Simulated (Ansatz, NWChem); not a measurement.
Correcting a cheap level on O-containing molecules

The atomisation enthalpy at 298 K in kJ/mol of 6 O-containing molecules: x at PBE0/def2-TZVPP, y from tabulated heats of molecules and atoms (Active Thermochemical Tables, NIST-JANAF tables). Shapes, held fixed at every level: PBE0-D4/def2-TZVP. Flexible molecules stand in one conformer, not always the lowest. Computed values hold a harmonic thermal term (PBE0-D4/def2-TZVP) and the atoms' spin-orbit lowering. Programs: NWChem 7.3.0.

| molecule | x (kJ/mol) | y (kJ/mol) |
| --- | --- | --- |
| HOI (hypoiodous acid) | 606 | 635 |
| NOF (nitrosyl fluoride) | 886 | ? |
| SO2 (sulfur dioxide) | 1037 | 1072 |
| H3NO (hydroxylamine) | 1402 | 1419 |
| CHFO (formyl fluoride) | 1645 | 1646 |
| B(OH)O (oxoborinic acid) | 1820 | 1847 |

**Question.** Fit y = c + s·x to the known rows and predict y for NOF.

**Answer.** 
1. Means of the 5 rows: x = 1302.00, y = 1323.8.
2. Σ(Δx)² = 950614, Σ(Δx·Δy) = 937184, so the slope is 937184/950614 = 0.98587.
3. Intercept: 1323.8 − (0.98587) × 1302.00 = 40.2. The largest residual of the fit is 16.
4. NOF: 40.2 + 0.98587 × 886 = 914 kJ/mol.

The tabulated heats give 867 kJ/mol, so the prediction is off by +47 kJ/mol, more than the largest residual. Uncorrected, PBE0/def2-TZVPP misses NOF by +19 kJ/mol, and the other rows by 22 on average. With references in doubt, neither the misses nor the line can be laid on the level alone. Left out in turn, the other rows are missed by 15 kJ/mol on average, so the withheld one doesn't follow the line. The molecules' own spin-orbit lowering is left out, so errors for iodides read a little too negative. The tabulated values of NOF, B(OH)O are in doubt (older tables, estimates, or at odds with other calculations) and kept here. For atoms past krypton def2 sets carry core potentials with scalar relativity.

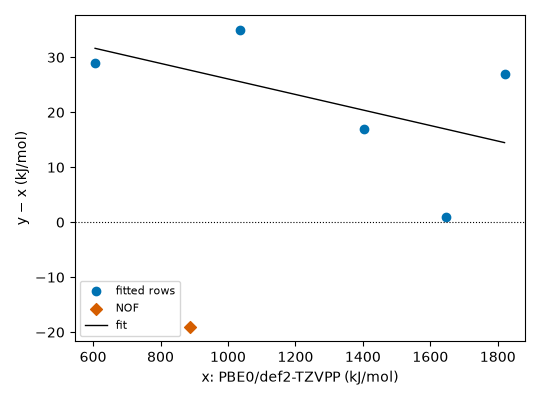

The correction y − x against x, with the fitted line and the withheld molecule.
